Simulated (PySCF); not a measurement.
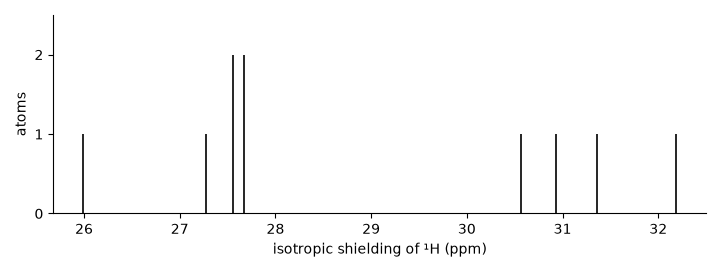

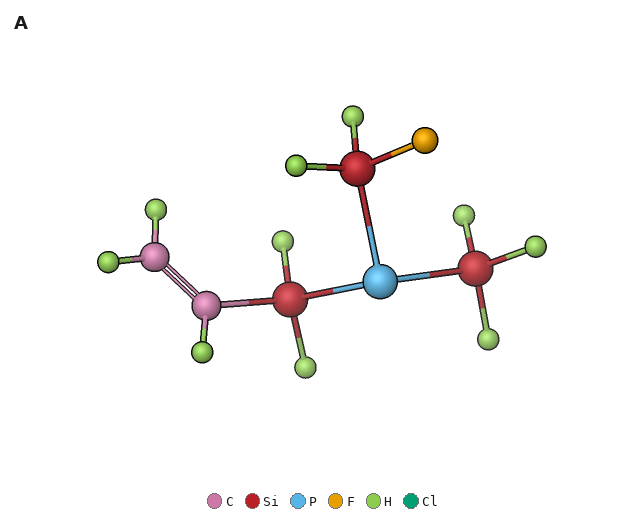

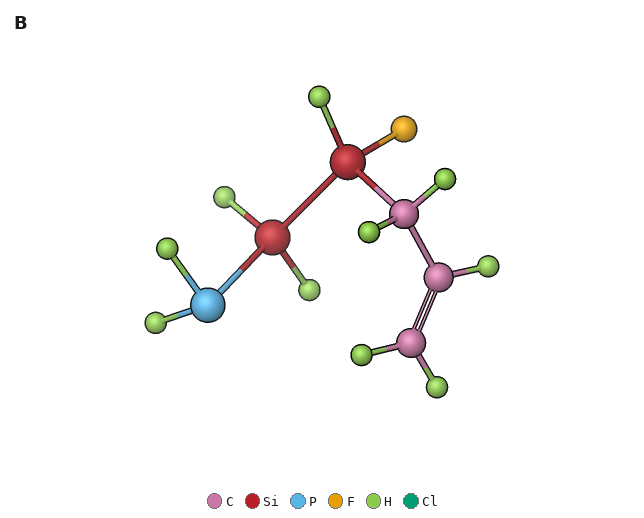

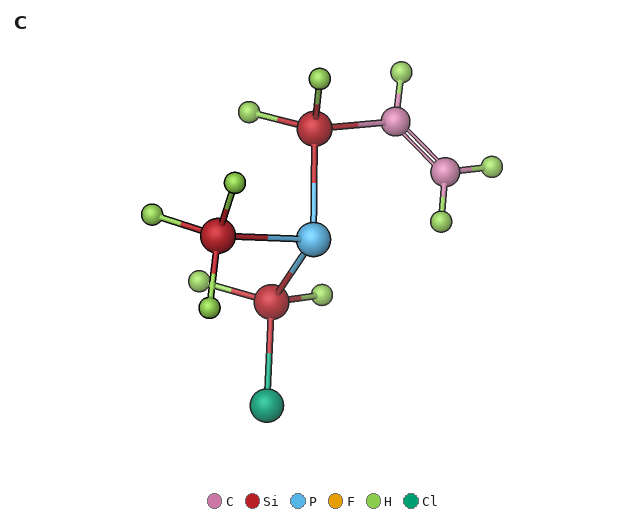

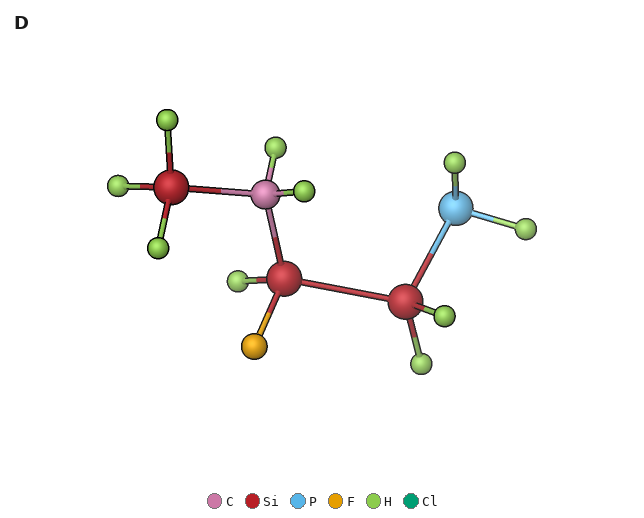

The sticks are computed shieldings of one of the molecules, for one fixed geometry (GFN2-xTB) without averaging over rotations. Low shielding means a high chemical shift. Method: GIAO PBE0/pcSseg-1 NMR shielding, non-relativistic, gas phase (PySCF 2.14.0).

**Which molecule gives this pattern?**

D, `F[Si@@H](C[SiH3])[SiH2]P`. Its 10 H atoms give lines at 25.99, 27.28, 27.56 (2 atoms), 27.67 (2 atoms), 30.57, 30.94, 31.36, 32.19 ppm.

The geometry is semi-empirical. Around P, Si such bond lengths and angles can be off by a tenth of an ångström or more and by several degrees, and values that hang on the shape move with them.
